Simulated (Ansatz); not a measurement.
# A hypothetical structure for Sn2B3Rh

This structure for Sn2B3Rh is made up. Its elements were placed in a known structure type with a cell scaled to their sizes. What cell does the guess relax to, and how far off was it?

Program: Ansatz 0.2.0. Level of theory: DFT, PBEsol, plane-wave PAW, files of the set soft_1, scalar-relativistic, no spin, cell and ions relaxed at zero pressure; PAW set soft_1, in the first sound run; inputs show where later runs differ. Results are calculated unless marked as measured.

## 1. The starting structure

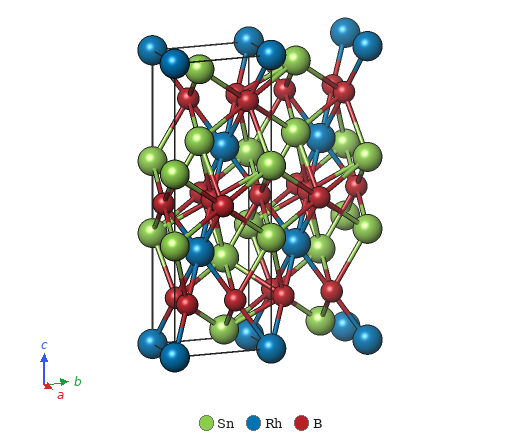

The starting structure, seen slightly off an axis (tin green, rhodium blue, boron red). 1×2×1 cells are drawn. This picture shows the conventional cell, with its axes. Bonds to atoms that aren't drawn are left out. Some periodic images of atoms are drawn too.

## 2. Relaxing cell and atoms

The guessed cell has no reason to be at equilibrium. It is relaxed with the atoms, within the space group of the guess.

File input.yaml:

```yaml
crystal:
  lattice:
    - [2.455, 1.417394911, 3.832]
    - [-2.455, 1.417394911, 3.832]
    - [0.0, -2.834789822, 3.832]
  atoms:
    - { symbol: Sn, position: [0.377433333, 0.377433333, 0.377433333] }
    - { symbol: Sn, position: [0.622566667, 0.622566667, 0.622566667] }
    - { symbol: Rh, position: [0.0, 0.0, 0.0] }
    - { symbol: B, position: [0.0, 0.0, 0.5] }
    - { symbol: B, position: [0.5, 0.0, 0.0] }
    - { symbol: B, position: [0.0, 0.5, 0.0] }
kpoints:
  mp_grid: { grid: [7, 7, 7] }
scf:
  occupations: { method: fermi_dirac, width: 0.05 }
hamiltonian:
  xc: pbesol
  pseudopotentials: { kind: paw, azcp: { folder: soft_1 }, xc_functional: pbe }
relax:
  f_tol: 0.015
  max_steps: 70
  cell: {}
output:
  forces: true
  stress: true
```

The run is started by

```console
$ ansatz run input.yaml --threads 4 --pin off --max-ram 10240MiB --backend cpu --events-out ev --progress --plain --runs-dir out
```

Numbers of over 12 decimals in the logs are rounded to 6 here.

Output:

```text
Engine: ansatz 0.2.0, aarch64-unknown-linux-gnu
Pseudopotentials: kind: paw
Pseudopotential: Sn, paw, valence charge 14, recommended cutoff 420 eV (normal), soft_1/Sn.paw.azcp
Pseudopotential: Rh, paw, valence charge 17, recommended cutoff 420 eV (normal), soft_1/Rh.paw.azcp
Pseudopotential: B, paw, valence charge 3, recommended cutoff 420 eV (normal), soft_1/B.paw.azcp
Functional definition: PBEsol
  exchange = pbesol_x
  correlation = pbesol_c
Crystal: 6 atoms, lattice volume = 80.005 Å³
Basis set: ecut = 420 eV, 1549 PW (Γ), exchange–correlation on 64×64×64 points (8 copies of the dense FFT grid, shifted against one another)
Bands: 33, of which v1, the nominal top of the filled ones, is band 27 counted from 1 (26 counted from 0)
Symmetry: 12 space group operations
Space group: R-3m (ITA 166), of the structure as read, at distance tolerance 4.3e-5 Å
k-points: 44 of 343
Non-local potential: Sn, projectors of the file, l = 0: 2, l = 1: 2, l = 2: 2, l = 3: 1
Non-local potential: Rh, projectors of the file, l = 0: 3, l = 1: 2, l = 2: 2, l = 3: 1
Non-local potential: B, projectors of the file, l = 0: 2, l = 1: 2, l = 2: 1
PAW form: soft (Blöchl's): semilocal exchange-correlation on the pseudo side does not see the compensation charge
PAW frozen core: Sn, regenerated for the run's functional, and the local potential with it (the file was generated under x = pbe(κ = 0.804, μ = 0.219515), c = pbe(β = 0.066725))
PAW frozen core: Rh, regenerated for the run's functional, and the local potential with it (the file was generated under x = pbe(κ = 0.804, μ = 0.219515), c = pbe(β = 0.066725))
PAW frozen core: B, regenerated for the run's functional, and the local potential with it (the file was generated under x = pbe(κ = 0.804, μ = 0.219515), c = pbe(β = 0.066725))
PAW one-centre angular grid: Sn, 590 points (default); XC on 64 Gauss nodes
PAW one-centre angular grid: Rh, 590 points (default); XC on 64 Gauss nodes
PAW one-centre angular grid: B, 110 points (default); XC on 64 Gauss nodes
Initial density: superposition of atomic densities (chi_scale 0.1, normalization cell, long waves kept (reshape's long-wave potential 0.00 eV rms))
Initial wavefunctions: pseudopotential atomic-orbital guess
Functional: x = pbesol(κ = 0.804, μ = 0.123457), c = pbesol(β = 0.046)
SCF iter   1: F=—  HF=-18693.194926 eV  |F-HF|=—  |Δ(HF+E_count)|=         —  Δρ=1.49e-1  dr2=3.05e1  ethr=3.10e-3  ⟨swp⟩=6.0  Hψ=5860  notcnv=0
preconditioner: auto → Kerker (q_TF=auto, 2.555 Å⁻¹)  [metal: Δε(μ)=0.026 eV  Ē_g=14.260 eV  σ=0.050 eV  W_gap=0.13  n_scr=14 (ndim 8)  ℏωp=28.2 eV  f_vac=0.000  D(μ)=3.82/eV (n_scr^D=26)]
SCF iter   2: F=—  HF=-18690.735762 eV  |F-HF|=—  |Δ(HF+E_count)|=    2.46e0  Δρ=6.61e-2  dr2=6.43e0  ethr=3.10e-3  ⟨swp⟩=2.0  Hψ=3206  notcnv=0  defer=6
SCF iter   3: F=—  HF=-18690.071335 eV  |F-HF|=—  |Δ(HF+E_count)|=   6.64e-1  Δρ=8.81e-3  dr2=1.08e-1  ethr=3.10e-3  ⟨swp⟩=2.4  Hψ=2180  notcnv=0  defer=6
SCF iter   4: F=—  HF=-18690.052503 eV  |F-HF|=—  |Δ(HF+E_count)|=   1.88e-2  Δρ=1.51e-3  dr2=1.23e-3  ethr=2.01e-4  ⟨swp⟩=2.1  Hψ=2242  notcnv=0  defer=14
SCF iter   5: F=—  HF=-18690.052266 eV  |F-HF|=—  |Δ(HF+E_count)|=   2.38e-4  Δρ=4.34e-4  dr2=2.49e-4  ethr=2.28e-6  ⟨swp⟩=2.1  Hψ=2477  notcnv=0  defer=14
SCF iter   6: F=—  HF=-18690.052188 eV  |F-HF|=—  |Δ(HF+E_count)|=   7.78e-5  Δρ=8.46e-5  dr2=7.24e-6  ethr=4.62e-7  ⟨swp⟩=2.0  Hψ=1992  notcnv=0  defer=14
SCF iter   7: F=—  HF=-18690.052163 eV  |F-HF|=—  |Δ(HF+E_count)|=   2.45e-5  Δρ=2.29e-5  dr2=4.13e-7  ethr=1.34e-8  ⟨swp⟩=2.0  Hψ=2442  notcnv=0  defer=14
SCF iter   8: F=-18690.052163 eV  HF=-18690.052163 eV  |F-HF|=2.39e-8  |Δ(HF+E_count)|=   1.40e-7  Δρ=7.44e-6  dr2=3.33e-8  ethr=1.85e-10  ⟨swp⟩=5.0  Hψ=5401  notcnv=0
SCF 1 converged in 8 iterations: F = -18690.052163 eV  dr2 = 3.33e-8
  greatest PAW one-centre occupation: 0.999 electrons in one spin orbital (limit 2), on the Rh atom at site 2 (counted from 0), in its partial waves of l = 0
relax step   1: F+E_penalty+E_count = -18690.05216327 eV  Δ(F+E_penalty+E_count) = +0.000e0 eV  max|allowed force component| = 4.405e-1 eV/Å  Δτ_max = 0.0000 Å  P = -1.056 GPa  Ω = 80.005 Å³  (8 SCF iters, dr2 threshold 1.00e-7 eV, accepted)
Crystal: 6 atoms, lattice volume = 79.128 Å³
Basis set: ecut = 420 eV, 1543 PW (Γ), exchange–correlation on 64×64×64 points (8 copies of the dense FFT grid, shifted against one another)
Initial density: handed on by an earlier stage of this run
Initial wavefunctions: those handed on with the density
iter 1 solved again at ethr=4.20e-5 eV; its pass at ethr=3.10e-3 eV (dr2=2.27e-2 eV) is discarded
SCF iter   1: F=—  HF=-18690.104117 eV  |F-HF|=—  |Δ(HF+E_count)|=         —  Δρ=5.10e-3  dr2=2.30e-2  ethr=4.20e-5  ⟨swp⟩=1.6  Hψ=8377  notcnv=0
preconditioner: auto → Kerker (q_TF=auto, 2.560 Å⁻¹)  [metal: Δε(μ)=0.033 eV  Ē_g=14.467 eV  σ=0.050 eV  W_gap=0.16  n_scr=20 (ndim 8)  ℏωp=28.3 eV  f_vac=0.000  D(μ)=3.74/eV (n_scr^D=26)]
SCF iter   2: F=—  HF=-18690.101305 eV  |F-HF|=—  |Δ(HF+E_count)|=   2.81e-3  Δρ=2.61e-3  dr2=6.04e-3  ethr=4.20e-5  ⟨swp⟩=1.0  Hψ=1452  notcnv=0
SCF iter   3: F=—  HF=-18690.100283 eV  |F-HF|=—  |Δ(HF+E_count)|=   1.02e-3  Δρ=4.05e-4  dr2=1.51e-4  ethr=1.12e-5  ⟨swp⟩=2.4  Hψ=1891  notcnv=0
SCF iter   4: F=—  HF=-18690.100233 eV  |F-HF|=—  |Δ(HF+E_count)|=   5.05e-5  Δρ=7.07e-5  dr2=3.56e-6  ethr=2.80e-7  ⟨swp⟩=2.2  Hψ=1980  notcnv=0
iter 5 did not close the SCF: its close was put off for the readings that it lacked (scf_convergence_deferred on its scf_iter line)
SCF iter   5: F=-18690.100232 eV  HF=-18690.100232 eV  |F-HF|=2.00e-7  |Δ(HF+E_count)|=   3.96e-8  Δρ=2.11e-5  dr2=3.86e-7  ethr=6.60e-9  ⟨swp⟩=2.4  Hψ=2410  notcnv=0
SCF iter   6: F=-18690.100232 eV  HF=-18690.100232 eV  |F-HF|=1.21e-8  |Δ(HF+E_count)|=   6.77e-8  Δρ=4.59e-6  dr2=2.02e-8  ethr=7.16e-10  ⟨swp⟩=3.0  Hψ=5245  notcnv=0
SCF 2 converged in 6 iterations: F = -18690.100232 eV  dr2 = 2.02e-8
relax step   2: F+E_penalty+E_count = -18690.10023239 eV  Δ(F+E_penalty+E_count) = -4.807e-2 eV  max|allowed force component| = 3.393e-1 eV/Å  Δτ_max = 0.0985 Å  P = +0.863 GPa  Ω = 79.128 Å³  energy of the carried Pulay correction = +3.262e-4 eV  (6 SCF iters, dr2 threshold 6.00e-7 eV, accepted)
Crystal: 6 atoms, lattice volume = 78.762 Å³
Basis set: ecut = 420 eV, 1537 PW (Γ), exchange–correlation on 64×64×64 points (8 copies of the dense FFT grid, shifted against one another)
iter 1 solved again at ethr=8.89e-5 eV; its pass at ethr=3.10e-3 eV (dr2=4.80e-2 eV) is discarded
[...]
[... from here on, the SCF cycles and remarks between the steps are left out ...]
relax step   4: F+E_penalty+E_count = -18690.31510396 eV  Δ(F+E_penalty+E_count) = -1.089e-1 eV  max|allowed force component| = 5.936e-1 eV/Å  Δτ_max = 0.0526 Å  P = +2.644 GPa  Ω = 79.197 Å³  energy of the carried Pulay correction = +3.004e-4 eV  (6 SCF iters, dr2 threshold 6.00e-7 eV, accepted)
relax step   5: F+E_penalty+E_count = -18690.53002471 eV  Δ(F+E_penalty+E_count) = -2.149e-1 eV  max|allowed force component| = 4.183e-1 eV/Å  Δτ_max = 0.0380 Å  P = +0.125 GPa  Ω = 82.011 Å³  energy of the carried Pulay correction = -7.327e-4 eV  (6 SCF iters, dr2 threshold 6.00e-7 eV, accepted)
relax step   6: F+E_penalty+E_count = -18690.48808833 eV  Δ(F+E_penalty+E_count) = +4.194e-2 eV  max|allowed force component| = 3.460e-1 eV/Å  Δτ_max = 0.0073 Å  P = +5.077 GPa  Ω = 80.881 Å³  energy of the carried Pulay correction = -3.221e-4 eV  (6 SCF iters, dr2 threshold 6.00e-7 eV, rejected (line search))
relax step   7: F+E_penalty+E_count = -18690.56089675 eV  Δ(F+E_penalty+E_count) = -3.087e-2 eV  max|allowed force component| = 1.044e-1 eV/Å  Δτ_max = 0.0211 Å  P = -1.156 GPa  Ω = 83.232 Å³  energy of the carried Pulay correction = -1.170e-3 eV  (9 SCF iters, accepted)
relax step   8: F+E_penalty+E_count = -18690.56480235 eV  Δ(F+E_penalty+E_count) = -3.906e-3 eV  max|allowed force component| = 3.607e-3 eV/Å  Δτ_max = 0.0112 Å  P = +0.113 GPa  Ω = 82.692 Å³  energy of the carried Pulay correction = -9.772e-4 eV  (6 SCF iters, dr2 threshold 6.00e-7 eV, accepted)
relax step   9: F+E_penalty+E_count = -18690.56480643 eV  Δ(F+E_penalty+E_count) = -4.077e-6 eV  max|allowed force component| = 2.130e-3 eV/Å  Δτ_max = 0.0002 Å  P = +0.013 GPa  Ω = 82.750 Å³  energy of the carried Pulay correction = -9.982e-4 eV  (6 SCF iters, dr2 threshold 5.85e-8 eV, accepted)
relax step  10: F+E_penalty+E_count = -18690.57672289 eV  Δ(F+E_penalty+E_count) = -1.192e-2 eV  max|allowed force component| = 2.941e-3 eV/Å  Δτ_max = 0.0000 Å  P = +0.201 GPa  Ω = 82.750 Å³  stress off target by 3.16e-1 GPa  SCF on the basis re-selected at this cell (its energy is not comparable with the rows above)  (6 SCF iters)
relax step  11: F+E_penalty+E_count = -18690.57716541 eV  Δ(F+E_penalty+E_count) = -4.425e-4 eV  max|allowed force component| = 7.353e-3 eV/Å  Δτ_max = 0.0045 Å  P = +0.014 GPa  Ω = 83.034 Å³  energy of the carried Pulay correction = -9.645e-5 eV  (6 SCF iters, dr2 threshold 2.49e-7 eV, accepted)
iter 1 solved again at ethr=1.39e-7 eV; its pass at ethr=3.10e-3 eV (dr2=7.49e-5 eV) is discarded
SCF iter   1: F=—  HF=-18690.577268 eV  |F-HF|=—  |Δ(HF+E_count)|=         —  Δρ=3.77e-4  dr2=2.43e-6  ethr=1.39e-7  ⟨swp⟩=3.7  Hψ=9800  notcnv=0
preconditioner: auto → Kerker (q_TF=auto, 2.539 Å⁻¹)  [metal: Δε(μ)=0.002 eV  Ē_g=14.318 eV  σ=0.050 eV  W_gap=0.01  n_scr=20 (ndim 8)  ℏωp=27.6 eV  f_vac=0.000  D(μ)=2.56/eV (n_scr^D=20)]
SCF iter   2: F=—  HF=-18690.577262 eV  |F-HF|=—  |Δ(HF+E_count)|=   5.74e-6  Δρ=1.91e-4  dr2=6.25e-7  ethr=4.50e-9  ⟨swp⟩=1.3  Hψ=1506  notcnv=0
SCF iter   3: F=—  HF=-18690.577272 eV  |F-HF|=—  |Δ(HF+E_count)|=   9.79e-6  Δρ=7.17e-7  dr2=3.20e-10  ethr=1.16e-9  ⟨swp⟩=1.0  Hψ=1452  notcnv=0
iter 4 did not close the SCF: its close was put off for the readings that it lacked (scf_convergence_deferred on its scf_iter line)
SCF iter   4: F=-18690.577272 eV  HF=-18690.577272 eV  |F-HF|=7.28e-12  |Δ(HF+E_count)|=  4.91e-10  Δρ=2.06e-7  dr2=2.55e-11  ethr=1.00e-12  ⟨swp⟩=2.7  Hψ=2597  notcnv=0
iter 5 did not close the SCF: its close was put off for the readings that it lacked (scf_convergence_deferred on its scf_iter line)
SCF iter   5: F=-18690.577272 eV  HF=-18690.577272 eV  |F-HF|=3.64e-12  |Δ(HF+E_count)|=  3.64e-12  Δρ=6.09e-8  dr2=3.03e-12  ethr=1.00e-12  ⟨swp⟩=1.0  Hψ=1452  notcnv=0
iter 6 did not close the SCF: its close was put off for the readings that it lacked (scf_convergence_deferred on its scf_iter line)
SCF iter   6: F=-18690.577272 eV  HF=-18690.577272 eV  |F-HF|=7.28e-12  |Δ(HF+E_count)|=  3.64e-12  Δρ=9.62e-9  dr2=9.07e-14  ethr=1.00e-12  ⟨swp⟩=1.0  Hψ=1452  notcnv=0
iter 7 did not close the SCF: its close was put off for the readings that it lacked (scf_convergence_deferred on its scf_iter line)
SCF iter   7: F=-18690.577272 eV  HF=-18690.577272 eV  |F-HF|=3.64e-12  |Δ(HF+E_count)|=  7.28e-12  Δρ=3.03e-9  dr2=7.21e-15  ethr=1.00e-12  ⟨swp⟩=1.0  Hψ=1452  notcnv=0
SCF iter   8: F=-18690.577272 eV  HF=-18690.577272 eV  |F-HF|=3.64e-12  |Δ(HF+E_count)|=  3.64e-12  Δρ=8.48e-10  dr2=6.89e-16  ethr=1.00e-12  ⟨swp⟩=1.5  Hψ=3128  notcnv=0
SCF 12 converged in 8 iterations: F = -18690.577272 eV  dr2 = 6.89e-16
relax step  12: F+E_penalty+E_count = -18690.57727186 eV  Δ(F+E_penalty+E_count) = -1.065e-4 eV  max|allowed force component| = 7.349e-3 eV/Å  Δτ_max = 0.0000 Å  P = +0.014 GPa  Ω = 83.034 Å³  stress off target by 3.82e-2 GPa  SCF on the basis re-selected at this cell (its energy is not comparable with the rows above)  (8 SCF iters)
basis re-selected at this cell: Δ(F+E_penalty+E_count) = -1.065e-4 eV, ΔP = -0.000 GPa vs the last step (what re-selecting the basis moved, of the pressure what is left beyond the Pulay correction that the steps carried, after the strain that the cell walked since its last selection, with what the two solves' SCF thresholds leave and, on support functions, any second-order correction that the steps lacked; it is no m [...]
SCF converged after 8 iterations
Free energy (F): -18690.577272 eV
Harris-Foulkes:  -18690.577272 eV  (|F-HF|=3.64e-12)
Internal energy: -18690.556612 eV  (E = F + TS)
E sigma→0 (E₀):  -18690.566942 eV
Entropy (-TS):   -0.020660 eV (-3.443 meV/atom)
Fermi energy:    13.892412 eV
--- Per-component energies (eV) ---
  E_band       = -246.970827
  E_kinetic    = 1002.998604
  E_local      = -3941.554807  (includes V_loc(G=0)·N_el)
  E_nonlocal   = 624.636395
  E_hartree    = 1767.671170
  E_xc         = -544.632365
  E_vxc        = -524.870573  (∫ρ·V_xc dr)
  E_paw        = -12356.636980  (= ΣΔE_a)
  E_vpaw       = -943.523663  (= ΣTr[D̂ρ^β])
  E_aug_tail   = 0.000879  (compensation charges beyond the density's cutoff)
  E_ewald      = -5243.929519
  E_core_change = 0.890012  (= ΣΔE_core)
  E_smearing   = -0.020660  (= −TS)
  E_closure    = -0.000000  (closes the sum)
  Σ components = -18690.577272   (vs F -18690.577272, Δ=0.00e0)
--- Forces (eV/Å), atoms counted from 1 ---
  atom   1  Sn    -0.00000000     0.00000000    -0.00734903
  atom   2  Sn     0.00000000     0.00000000     0.00734903
  atom   3  Rh    -0.00000000     0.00000000    -0.00000000
  atom   4  B      0.00000000     0.00000000     0.00000000
  atom   5  B     -0.00000000     0.00000000     0.00000000
  atom   6  B      0.00000000     0.00000000     0.00000000
  max |Σ_I F_I| component: 9.25e-18 eV/Å
--- Stress (GPa, compression-positive) ---
        0.002297      -0.000000       0.000000
       -0.000000       0.002297      -0.000000
        0.000000      -0.000000       0.038177
  P = ⅓ Tr σ = 0.0143 GPa (0.143 kbar)
--- Relaxed structure (10 steps of the walk, 9 accepted, 2 SCFs on fresh bases) ---
  F+E_penalty+E_count = -18690.57727186 eV   max|allowed force component| = 7.349e-3 eV/Å   (the final SCF, on the basis selected at the relaxed cell)
  cell:  # Å, volume = 83.0340 Å³
    - [2.714648, 1.567303, 3.252658]
    - [-2.714648, 1.567303, 3.252658]
    - [0, -3.134606, 3.252658]
  atoms:
    - { symbol: Sn, position: [0.357154, 0.357154, 0.357154] }
    - { symbol: Sn, position: [0.642846, 0.642846, 0.642846] }
    - { symbol: Rh, position: [-2.0119734121744465e-19, -2.0119734121744467e-19, -2.0119734121744462e-19] }
    - { symbol: B, position: [2.7755575615628914e-17, 2.7755575615628914e-17, 0.500000] }
    - { symbol: B, position: [0.5, -2.7755575615628914e-17, 0.0] }
    - { symbol: B, position: [-2.7755575615628914e-17, 0.5, 0.0] }
```

It took 18 s on 4 threads of Arm Neoverse V2, shared host; peak memory 0.47 GiB.

Relaxation path:

```csv
step,energy less that of the first step (eV),largest force component (eV/Å),pressure (GPa),volume (Å³)
1,0.0000,0.4405,-1.06,80.01
2,-0.0481,0.3393,0.86,79.13
3,-0.1541,0.4160,2.16,78.76
4,-0.2629,0.5936,2.64,79.20
5,-0.4779,0.4183,0.12,82.01
6,-0.4359,0.3460,5.08,80.88
7,-0.5087,0.1044,-1.16,83.23
8,-0.5126,0.0036,0.11,82.69
9,-0.5126,0.0021,0.01,82.75
10*,-0.5246,0.0029,0.20,82.75
11,-0.5250,0.0074,0.01,83.03
12*,-0.5251,0.0073,0.01,83.03
```

Relaxation steps marked * repeat the geometry before them on a plane-wave basis chosen anew for their cell, so energy and pressure can jump there. Relaxation step 6 was tried and not accepted.

Forces are held to the 12 operations that the run works with; a distortion that breaks them can't arise in this run.

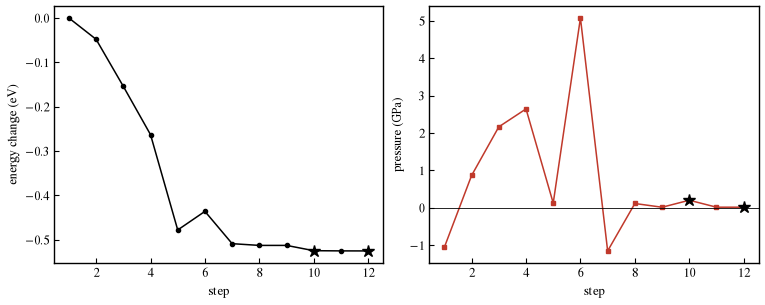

Energy and pressure along the relaxation. Stars mark steps on a basis chosen anew.

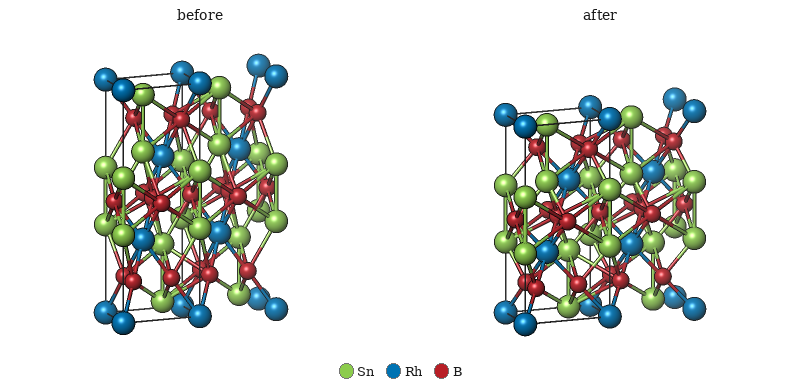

Before and after, at one scale. Bonds to atoms that aren't drawn are left out.

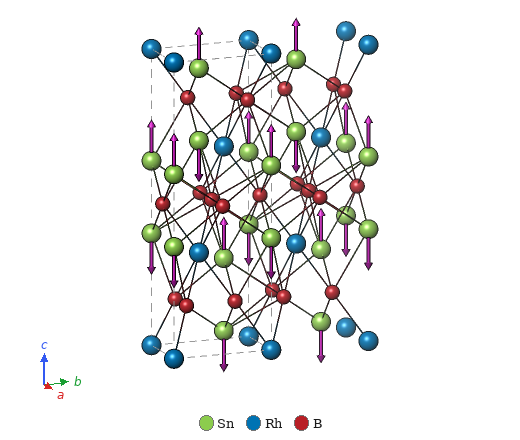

Displacements in the relaxation, exaggerated, measured against the changing cell; the longest in the cell stands for 0.20 Å. Bonds to atoms that aren't drawn are left out. 1×2×1 conventional cells are drawn. Some periodic images of atoms are drawn too.

```csv
cell as run,before,after,change
a (Å),4.767,4.517,-5.2 %
b (Å),4.767,4.517,-5.2 %
c (Å),4.767,4.517,-5.2 %
α (°),62.00,73.88,+19.2 %
β (°),62.00,73.88,+19.2 %
γ (°),62.00,73.88,+19.2 %
volume (Å³/atom),13.33,13.84,+3.8 %
```

The atoms that moved most (Å, as changes of fractional coordinates times the final cell):

```csv
atom,dx,dy,dz,length
Sn1,0.000,0.000,-0.198,0.198
Sn2,0.000,0.000,0.198,0.198
```

Final coordinates:

```cif
data_structure
_symmetry_space_group_name_H-M 'P 1'
_symmetry_Int_Tables_number 1
_cell_length_a 4.5172
_cell_length_b 4.5172
_cell_length_c 4.5172
_cell_angle_alpha 73.876
_cell_angle_beta 73.876
_cell_angle_gamma 73.876
_cell_volume 83.03
loop_
_atom_site_label
_atom_site_type_symbol
_atom_site_fract_x
_atom_site_fract_y
_atom_site_fract_z
_atom_site_occupancy
Sn1 Sn 0.35715 0.35715 0.35715 1
Sn2 Sn 0.64285 0.64285 0.64285 1
Rh3 Rh 0.00000 0.00000 0.00000 1
B4 B 0.00000 0.00000 0.50000 1
B5 B 0.50000 0.00000 0.00000 1
B6 B 0.00000 0.50000 0.00000 1
```

Numbers from this step:

* free energy: -18690.5773 eV
* energy at zero smearing: -18690.5669 eV
* smearing term TS: 0.02066 eV
* Fermi energy: 13.89 eV
* electrons: 54
* symmetry operations: 12
* pressure: 0.01426 GPa

Shortest distances by pair of elements, guess and relaxed (not always the same contact):

```csv
pair,guess (Å),relaxed (Å)
B–Rh,2.383,2.259
B–Sn,2.807,2.431
B–B,2.455,2.715
Sn–Sn,2.818,2.788
Rh–Sn,2.880,3.143
```

The relaxation ends with a largest force component of 0.0073 eV/Å and a pressure of 0.01 GPa.

(Part 1 of 2 ends here.)

[Logs are printed without paths, hosts, clocks, repeated set-up lines and the standing remarks that a program may print on its own settings, such as how far it seeks lower states.]

[Hosts, paths, dates, database ids (printed as entryN), source tags and the programs' standing remarks are cut or masked in the printed files.]
